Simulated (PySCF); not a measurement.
Input file:

```
{"job": {"kind": "nmr", "xc": "PBE0", "basis": "pcSseg-1"}, "charge": 0, "multiplicity": 1}
C     -3.082405    -0.243713    -0.205143
O     -2.027989     0.680707    -0.145754
C     -0.757940     0.222349    -0.110458
C     -0.394072    -1.079657    -0.121557
Si     1.362880    -1.677836    -0.077153
C      2.561303    -0.238103    -0.020233
C      2.205769     1.059946    -0.005865
Si     0.443154     1.683282    -0.042152
H     -4.011493     0.339366    -0.227580
H     -3.021590    -0.867201    -1.114118
H     -3.089548    -0.905875     0.678189
H     -1.174382    -1.850596    -0.161990
H      1.595681    -2.558626     1.113732
H      1.665850    -2.523682    -1.277395
H      3.634150    -0.481435     0.004670
H      3.001927     1.818746     0.029774
H      0.216364     2.555996    -1.234795
H      0.146726     2.500339     1.174561
```

Command:

```sh
OMP_NUM_THREADS=1 python probes_run.py task.json out
```

Geometry: PBE0-D3(BJ)/def2-SVP.

Method: PBE0/pcSseg-1, SCF density, gas phase, non-relativistic (PySCF 2.14.0).

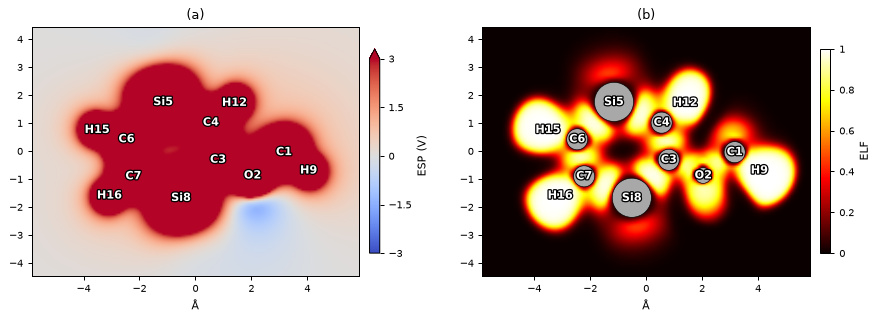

C₅H₁₀OSi₂ (SMILES COC1=C[SiH2]C=C[SiH2]1). (a) electrostatic potential; (b) electron localisation function on the plane of atoms C4, C3 and Si8. Grey discs cover the atomic cores in the ELF map.

What does the map show?

- The section cuts through C, O, Si and H sites.
- C–C (1.35 Å): the ELF peaks at about 0.90 between the atoms: a covalent bond.
- C–O (1.35 Å): the ELF peaks at about 0.90 between the atoms: a polar covalent bond.
- C–Si (1.86 Å): the ELF peaks at about 0.95 between the atoms; a covalent bond.
- C–H (1.10 Å): the ELF climbs to about 1 towards the hydrogen, as it does in any bond to H; an ordinary covalent bond to hydrogen.
- C–O (1.40 Å): the ELF peaks at about 0.90 between the atoms: a polar covalent bond.
- The ELF also peaks beside O2, away from the bonds: lone-pair regions.
- Outside the dense part of the molecule the potential is most negative (−1.4 V) near O2.
